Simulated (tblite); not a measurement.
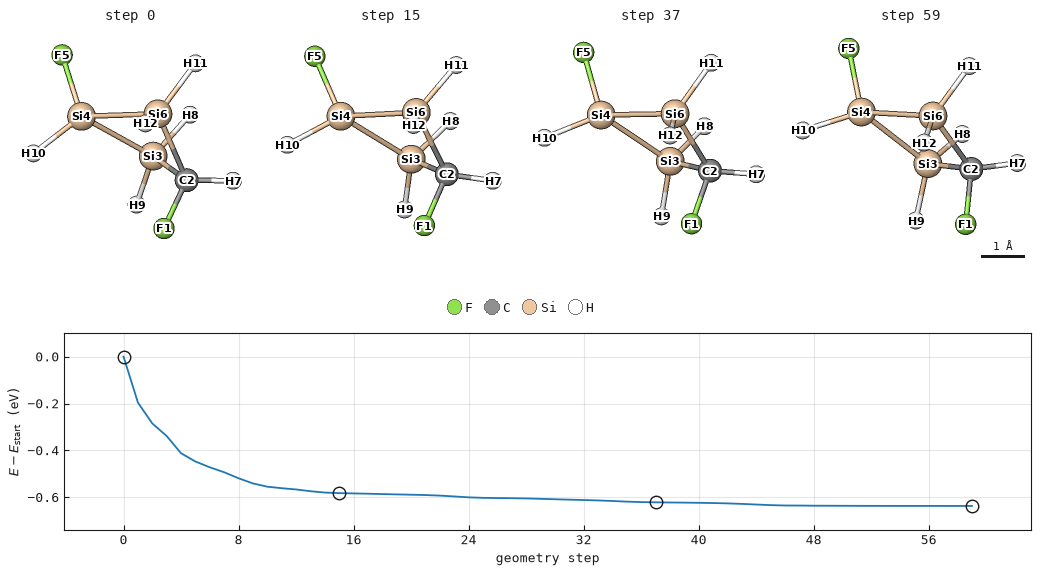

Frames of a relaxation of CH$_{6}$F$_{2}$Si$_{3}$, marked on the history of the run. The picture is a ball-and-stick view, seen from a free direction.

All numbers below come from GFN2-xTB geometry optimisation, gas phase (tblite 0.8.0). 

Question: What happens along the run?

Answer: The energy falls by 0.637 eV in 59 geometry steps. The largest moves after the best rigid fit, 0.63 Å, are those of H8, H10 and H11. By element the largest moves are H 0.63 Å, F 0.52 Å, C 0.30 Å, Si 0.24 Å. Among the contacts that change: Si3–Si6 2.759 → 3.091 Å, Si3–Si4 2.264 → 2.342 Å, Si4–Si6 2.269 → 2.342 Å, F1–C2 1.341 → 1.404 Å. Among the angles between lasting bonds that change: F5–Si4–H10 113.6° → 98.8°, Si3–C2–Si6 91.4° → 104.2°, F1–C2–H7 113.5° → 104.2°. Groups turn about Si4–Si6 by about 25°, Si3–Si4 by about 25°. Cost: 0.63 s on 1 thread of Arm Neoverse N1, with other jobs on the host. From step 0 to 15: H10 moves most (0.26 Å), energy −0.582 eV. From step 15 to 37: H atoms move most (0.28 Å), energy −0.039 eV. From step 37 to 59: F1 moves most (0.34 Å), energy −0.015 eV.

```json
{"step": "0", "E − E(0), eV": "0.0000"}
{"step": "1", "E − E(0), eV": "-0.1960"}
{"step": "2", "E − E(0), eV": "-0.2852"}
{"step": "3", "E − E(0), eV": "-0.3389"}
{"step": "4", "E − E(0), eV": "-0.4124"}
{"step": "5", "E − E(0), eV": "-0.4476"}
{"step": "6", "E − E(0), eV": "-0.4724"}
{"step": "7", "E − E(0), eV": "-0.4934"}
{"step": "8", "E − E(0), eV": "-0.5191"}
{"step": "9", "E − E(0), eV": "-0.5411"}
{"step": "10", "E − E(0), eV": "-0.5551"}
{"step": "13", "E − E(0), eV": "-0.5743"}
{"step": "15", "E − E(0), eV": "-0.5825"}
{"step": "18", "E − E(0), eV": "-0.5865"}
{"step": "20", "E − E(0), eV": "-0.5892"}
{"step": "23", "E − E(0), eV": "-0.5966"}
{"step": "25", "E − E(0), eV": "-0.6026"}
{"step": "28", "E − E(0), eV": "-0.6051"}
{"step": "31", "E − E(0), eV": "-0.6103"}
{"step": "33", "E − E(0), eV": "-0.6137"}
{"step": "36", "E − E(0), eV": "-0.6207"}
{"step": "38", "E − E(0), eV": "-0.6224"}
{"step": "41", "E − E(0), eV": "-0.6247"}
{"step": "44", "E − E(0), eV": "-0.6311"}
{"step": "46", "E − E(0), eV": "-0.6352"}
{"step": "49", "E − E(0), eV": "-0.6363"}
{"step": "51", "E − E(0), eV": "-0.6367"}
{"step": "54", "E − E(0), eV": "-0.6370"}
{"step": "56", "E − E(0), eV": "-0.6371"}
{"step": "59", "E − E(0), eV": "-0.6372"}
```
